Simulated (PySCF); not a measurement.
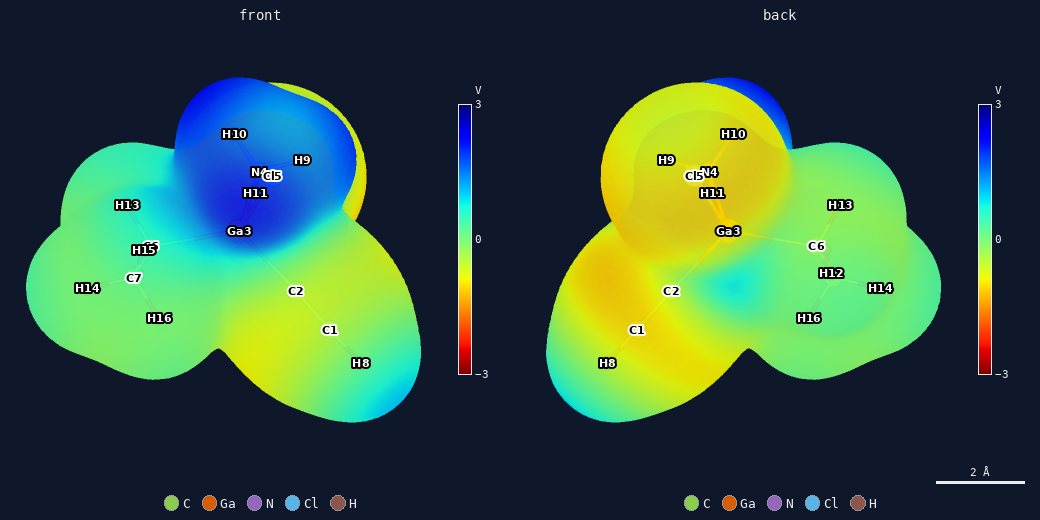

Figure. C$_{4}$H$_{9}$ClGaN. The electrostatic potential painted on the density surface at 0.001 e/bohr³, seen from the front and from behind; the colour scale runs from red (negative) to blue (positive).

Geometry: GFN2-xTB.

These are results of CAM-B3LYP/def2-SVPD, SCF density, gas phase (PySCF), not measurements.

Input file:

```
{"job": {"kind": "uv", "xc": "CAM-B3LYP", "basis": "def2-SVPD", "nstates": 8, "ntriplets": 3}, "charge": 0, "multiplicity": 1}
C      2.936937    -1.078755    -0.682813
C      1.923498    -0.422552    -0.683191
Ga     0.249322     0.613316    -0.875692
N      0.567031     1.654277     1.095483
Cl     0.440971     2.312993    -2.106784
C     -1.553389    -0.320040    -0.646912
C     -1.553847    -1.355155     0.481023
H      3.826011    -1.646988    -0.656406
H      1.415985     2.200593     0.958830
H     -0.179131     2.290319     1.367233
H      0.736611     0.997916     1.853628
H     -1.830070    -0.816149    -1.586420
H     -2.333372     0.431839    -0.467619
H     -2.505713    -1.886455     0.522371
H     -1.387794    -0.880170     1.448660
H     -0.760649    -2.086045     0.326248
```

Run with:

```sh
OMP_NUM_THREADS=1 python probes_run.py task.json out
```

### Which sites attract a positive test charge, and which a negative one?

A positive charge is drawn to the negative regions and a negative charge to the positive ones. The most negative region (about −1.1 V, or −25 kcal/mol for a unit charge) lies over C1, C2 and Cl5, the most positive (about +2.1 V, or +48 kcal/mol for a unit charge) over H10 and H11.

### What dipole moment does the calculation give?

Its dipole moment is 4.88 D.
